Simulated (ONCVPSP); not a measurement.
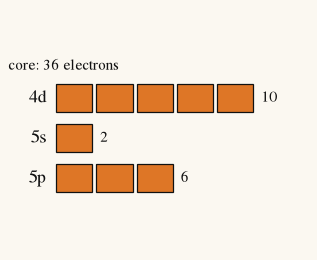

**Figure 1.** The valence shells of the reference configuration: a box for each of the 2l + 1 orbitals, shaded by the share of the shell that is filled, with the electron count at the right. The shells are those of the unaltered input.

# Run report: Xe, pseudopotential generation

System: xenon (Xe, Z = 54), core [Kr], reference valence 4d10 5s2 5p6, valence charge 18. (This line and the method describe the unaltered input from which the odd one was made.)
Method: ONCV potential, LDA (Perdew-Wang 92), scalar-relativistic, made with ONCVPSP 4.0.1.

## Input file
```
# ATOM AND REFERENCE CONFIGURATION
# atsym  z   nc   nv     iexc    psfile
  Xe 54.00    8    3  -001012      upf
#
#   n    l    f
    1    0    2.00
    2    0    2.00
    2    1    6.00
    3    0    2.00
    3    1    6.00
    3    2   10.00
    4    0    2.00
    4    1    6.00
    4    2   10.00
    5    0    2.00
    5    1    6.00
#
# PSEUDOPOTENTIAL AND OPTIMIZATION
# lmax
    2
#
#   l,   rc,      ep,       ncon, nbas, qcut
    0    1.45    0.00    4    7    4.10
    1    1.85    0.00    4    8    4.30
    2    1.35    0.00    4    8   11.90
#
# LOCAL POTENTIAL
# lloc, lpopt,  rc(5),   dvloc0
    4    5    0.85    1.00
#
# VANDERBILT-KLEINMAN-BYLANDER PROJECTORs
# l, nproj, debl
    0    1    1.50
    1    2    0.40
    2    2    0.70
#
# MODEL CORE CHARGE
# icmod, fcfact, rcfact
    0    0.00    0.00
#
# LOG DERIVATIVE ANALYSIS
# epsh1, epsh2, depsh
   -4.00    5.00    0.00
#
# OUTPUT GRID
# rlmax, drl
    6.00    0.01
#
# TEST CONFIGURATIONS
# ncnf
    4
# nvcnf
#   n    l    f
    3
    4    2   10.00
    5    0    2.00
    5    1    5.00
#
    3
    4    2   10.00
    5    0    2.00
    5    1    4.00
#
    3
    4    2   10.00
    5    0    2.00
    5    1    3.00
#
    3
    4    2    9.00
    5    0    2.00
    5    1    6.00
#
```

Command:
```bash
oncvpsp.x < Xe.dat > Xe.out
```

## Output (extracts)
```
ONCVPSP  (Optimized Norm-Conservinng Vanderbilt PSeudopotential)
scalar-relativistic version 4.0.1

#   n    l    f        energy (Ha)
    1    0    2.00    -1.2618182E+03
    2    0    2.00    -1.9641538E+02
    2    1    6.00    -1.7633740E+02
    3    0    2.00    -4.0157692E+01
    3    1    6.00    -3.3672647E+01
    3    2   10.00    -2.4028876E+01
    4    0    2.00    -7.2390991E+00
    4    1    6.00    -5.1824447E+00
    4    2   10.00    -2.1847449E+00
    5    0    2.00    -7.3435653E-01
    5    1    6.00    -3.0810128E-01

Reference configufation results
  iterations    23
  all-electron total energy (Ha)   -7.44136200D+03

Begin loop to  construct optimized pseudo wave functions
and semi-local pseudopoentials for all angular momenta

Calculating optimized projector #   1

 for l=   0

    Fraction of norm inside rc  0.259768
    Optimizing pswf for qcut=   4.09 a_B^-1,  ecut=   8.37 Ha
    Residual kinetic energy error=  5.22D-03 Ha

    Energy error per electron        Cutoff
         Ha          eV             Ha
         0.01000     0.27211        7.05
         0.00100     0.02721       48.96
         0.00010     0.00272       61.67
         0.00001     0.00027       95.27

   Wellstate for l =  1  n =  6
     eigenvalue =   0.0919
     asymptotic potential =   0.5919
     half-point radius = 12.6611

Calculating optimized projector #   1

 for l=   1

    Fraction of norm inside rc  0.326265
    Optimizing pswf for qcut=   4.31 a_B^-1,  ecut=   9.27 Ha
    Residual kinetic energy error=  1.01D-03 Ha

    Energy error per electron        Cutoff
         Ha          eV             Ha
         0.01000     0.27211        5.47
         0.00100     0.02721        9.41
         0.00010     0.00272       31.72
         0.00001     0.00027       56.00

Calculating optimized projector #   2

 for l=   1

    Fraction of norm inside rc  0.044463
    Optimizing pswf for qcut=   4.31 a_B^-1,  ecut=   9.27 Ha
    Residual kinetic energy error=  2.17D-04 Ha

    Energy error per electron        Cutoff
         Ha          eV             Ha
         0.01000     0.27211        1.83
         0.00100     0.02721        6.76
         0.00010     0.00272       15.29
         0.00001     0.00027       69.15

WARNING wellstate: negative energy specified for n= 5 l=  2
WARNING scattering state with energy  0.25000000
WARNING will be used for the first projector

   Wellstate for l =  2  n =  5
     eigenvalue =   0.2500
     asymptotic potential =   0.7500
     half-point radius =  4.8530

Calculating optimized projector #   1

 for l=   2

    Fraction of norm inside rc  0.906671
    Optimizing pswf for qcut=  11.89 a_B^-1,  ecut=  70.65 Ha
    Residual kinetic energy error=  7.13D-07 Ha

    Energy error per electron        Cutoff
         Ha          eV             Ha
         0.01000     0.27211       42.92
         0.00100     0.02721       51.80
         0.00010     0.00272       58.95
         0.00001     0.00027       64.56

Calculating optimized projector #   2

 for l=   2

    Fraction of norm inside rc  0.034721
    Optimizing pswf for qcut=  11.89 a_B^-1,  ecut=  70.65 Ha
    Residual kinetic energy error=  2.18D-07 Ha

    Energy error per electron        Cutoff
         Ha          eV             Ha
         0.01000     0.27211       33.14
         0.00100     0.02721       44.49
         0.00010     0.00272       53.81
         0.00001     0.00027       61.46

Construct Vanderbilt / Kleinmman-Bylander projectors

B matrix Hermiticity error, ll=   1
   1   2    1.4099E-05

  Orthonormal projector coefficients  1.1680E+01  2.8379E+00

B matrix Hermiticity error, ll=   2
   1   2    3.1387E-04

  Orthonormal projector coefficients  4.4949E+00 -3.5070E+00

Pseudoatom total energy -125.918431

Diagnostic tests using Vanderbilt-Kleinman-Bylander pseudopotentials
  1 or more projectors used as specified by nproj input data

   l    rcore       rmatch      e in        delta e   norm test  slope test

   0   1.4539105   1.4980544  -0.7343565  -0.0000009   1.0000040   0.9999719

   1   1.8580393   1.9144534  -0.3081013  -0.0000004   1.0000474   1.0003450
   1   1.8580393   1.9144534   0.0918987   0.0000040   1.0001439   1.0001439

   2   1.3531998   1.3942858  -2.1847449  -0.0000823   1.0002672   1.0002687
   2   1.3531998   1.3942858   0.2500000  -0.0000987   1.0004134   1.0004134

 Testing for bound ghosts
   n   l    E NL Schr. Eq   E Basis Diag.   E Cutoff

       0                      -16.916727     58.71  WARNING - GHOST(-)
   1   0       -0.734357       -0.726653     58.71

       1                       -4.037040     87.15  WARNING - GHOST(-)
   2   1       -0.308102       -0.302549     87.15

   3   2       -2.184827       -2.184813    189.02

 Testing for highly-localized positive-energy ghosts
       l    <radius>/rc     E Basis Diag.   E Cutoff

       0        0.933104        1.176473     58.71  WARNING - GHOST(+)

Test configuration 0

   n   l     f        eae           eps        diff
   1   0  2.0000-1261.81820608
   2   0  2.0000 -196.41537589
   2   1  6.0000 -176.33739971
   3   0  2.0000  -40.15769193
   3   1  6.0000  -33.67264716
   3   2 10.0000  -24.02887588
   4   0  2.0000   -7.23909908
   4   1  6.0000   -5.18244473
   4   2 10.0000   -2.18474495   -2.18482727   -8.23D-05
   5   0  2.0000   -0.73435653   -0.73435748   -9.43D-07
   5   1  6.0000   -0.30810128   -0.30810165   -3.69D-07

    Total energies and differences
      AE_ref= -7.44136200D+03  AE_tst= -7.44136200D+03  dif=  0.00D+00
      PS_ref= -1.25918431D+02  PS_tst= -1.25918431D+02  dif= -9.95D-14
      PSP excitation error=  9.95D-14

Test configuration 1

   n   l     f        eae           eps        diff
   1   0  2.0000-1262.19365597
   2   0  2.0000 -196.78889433
   2   1  6.0000 -176.71116616
   3   0  2.0000  -40.53019785
   3   1  6.0000  -34.04517897
   3   2 10.0000  -24.40142963
   4   0  2.0000   -7.60946442
   4   1  6.0000   -5.55249704
   4   2 10.0000   -2.55366374   -2.55099722    2.67D-03
   5   0  2.0000   -1.07797667   -1.07768169    2.95D-04
   5   1  5.0000   -0.63132824   -0.63117143    1.57D-04

    Total energies and differences
      AE_ref= -7.44136200D+03  AE_tst= -7.44089543D+03  dif=  4.67D-01
      PS_ref= -1.25918431D+02  PS_tst= -1.25451784D+02  dif=  4.67D-01
      PSP excitation error= -8.13D-05

Test configuration 2

   n   l     f        eae           eps        diff
   1   0  2.0000-1262.61849012
   2   0  2.0000 -197.21031697
   2   1  6.0000 -177.13301381
   3   0  2.0000  -40.94975219
   3   1  6.0000  -34.46477683
   3   2 10.0000  -24.82108268
   4   0  2.0000   -8.02499476
   4   1  6.0000   -5.96743789
   4   2 10.0000   -2.96660937   -2.95949497    7.11D-03
   5   0  2.0000   -1.45491788   -1.45401279    9.05D-04
   5   1  4.0000   -0.98646560   -0.98584614    6.19D-04

    Total energies and differences
      AE_ref= -7.44136200D+03  AE_tst= -7.44008914D+03  dif=  1.27D+00
      PS_ref= -1.25918431D+02  PS_tst= -1.24645604D+02  dif=  1.27D+00
      PSP excitation error=  3.48D-05

Test configuration 3

   n   l     f        eae           eps        diff
   1   0  2.0000-1263.08611621
   2   0  2.0000 -197.67289936
   2   1  6.0000 -177.59621533
   3   0  2.0000  -41.40949312
   3   1  6.0000  -34.92458070
   3   2 10.0000  -25.28098328
   4   0  2.0000   -8.47857370
   4   1  6.0000   -6.42011272
   4   2 10.0000   -3.41635060   -3.40284798    1.35D-02
   5   0  2.0000   -1.85854450   -1.85659954    1.94D-03
   5   1  3.0000   -1.36744032   -1.36586727    1.57D-03

    Total energies and differences
      AE_ref= -7.44136200D+03  AE_tst= -7.43891449D+03  dif=  2.45D+00
      PS_ref= -1.25918431D+02  PS_tst= -1.23471662D+02  dif=  2.45D+00
      PSP excitation error=  7.36D-04

Test configuration 4

psatom: WARNING lschvkbb convergence error n,l,iter=   1   0  37
ea(ii),et,emin,emax -1.008974E+00 -1.021296E+00 -1.021296E+00 -1.021296E+00
run_config: WARNING for fully non-local PS atom, stg. 1
 WARNING no output for configuration 5
```

## What the run reported

| quantity | value |
| --- | --- |
| outcome | generated, with a ghost state |
| ghost flags of the generator | 2 GHOST(-), 1 GHOST(+) |
| largest excitation error printed | 20 meV |
| hardware | 1 CPU thread, shared host |
| wall time | 3.1 s |

## What is odd here

One thing in this input was made odd on purpose: depsh set to zero. The program ran to the end. The all-electron atom is untouched: its total energy equals that from the unaltered input (−7441.3620 Ha). The pseudo-atom's energy and ghost flags in the reference configuration are also those from the unaltered input, so the oddity leaves no trace there. This setting only spaces or bounds the energies of the logarithmic derivatives; it doesn't enter the potential. The unaltered input has a GHOST(-) flag too. The potential has a bound ghost state, so it can't be used as it stands. Warnings of the program, in the generation or the tests: wellstate: negative energy specified for n= 5 l= 2; psatom: WARNING lschvkbb convergence error n,l,iter= 1 0 37.
